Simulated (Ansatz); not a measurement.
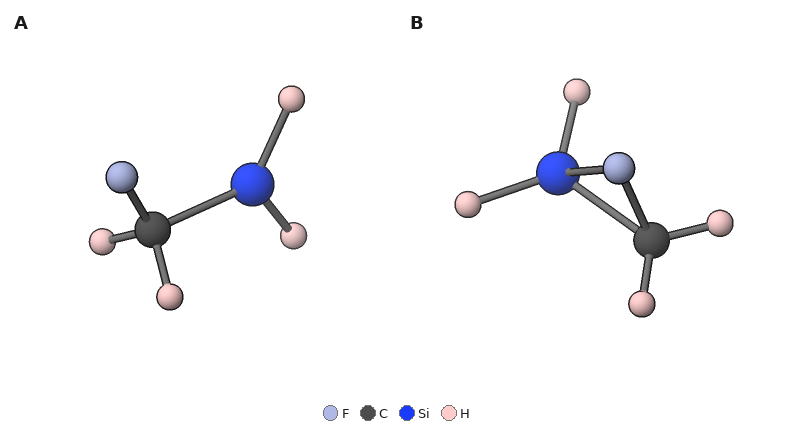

2 stationary structures of one formula. State: charge +1, singlet. Geometries: PBE-D4/def2-SVP. Electronic energies: PBE-D4/def2-SVP (Ansatz 0.2.0), without zero-point energy. No frequency run is at hand to confirm each as a minimum. Each is one conformer, not always the lowest.

Which structure is the most stable?

B is lowest (Cs); A lies 36.7 kJ/mol above it (Cs).
